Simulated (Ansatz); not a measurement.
The calculation's input:

```
crystal:
  periodic: [false, false, false]
  atoms:
    - {symbol: Br, position_ang: [0.282838, 2.140927, 0.378741]}
    - {symbol: In, position_ang: [-0.729576, -0.013397, -0.398431]}
    - {symbol: Br, position_ang: [0.435738, -2.192429, 0.006490]}
basis:
  gaussian: {orbitals: def2-TZVPP}
magnetization: {spin_polarized: true, initial_magnetization: 1}
hamiltonian: {xc: pbe0, dispersion: d4}
output: {orbitals: {seedname: orbitals}}
```

Command:

```sh
ansatz run in.yaml --threads 4 --pin off --events-out ev --progress --plain --max-ram 10444MiB
```

Geometry: PBE0-D4/def2-TZVP; core potentials replace the inner electrons of In.

Computed with UKS PBE0-D4/def2-TZVPP (Ansatz 0.2.0).

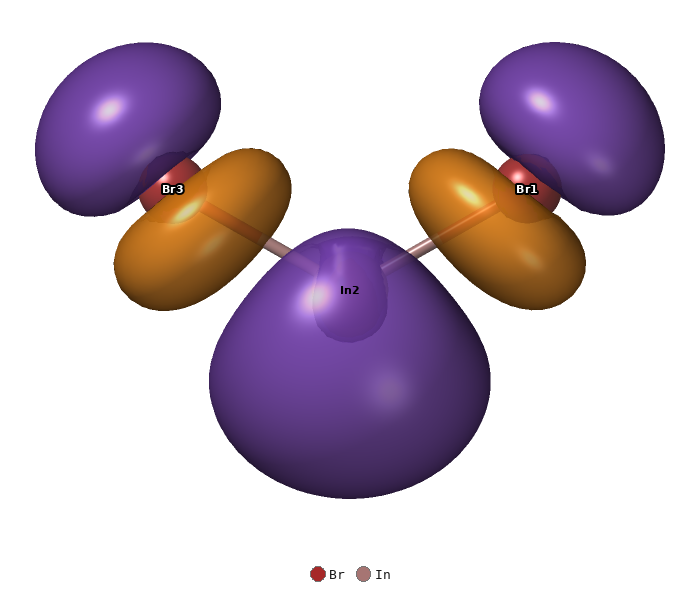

Br2In (SMILES [Br][In][Br]) (doublet). The HOMO (α) at ±0.06 Å⁻³ᐟ² (orange and purple are the two phases), seen across its widest extent.

### Where does this orbital lie, and at what energy?

It lies mainly on In2 (about 55 %), Br1 (about 20 %) and Br3 (about 20 %); it is symmetric in the molecular plane (an in-plane orbital: σ, lone-pair or in-plane π type). Its energy is −6.89 eV.
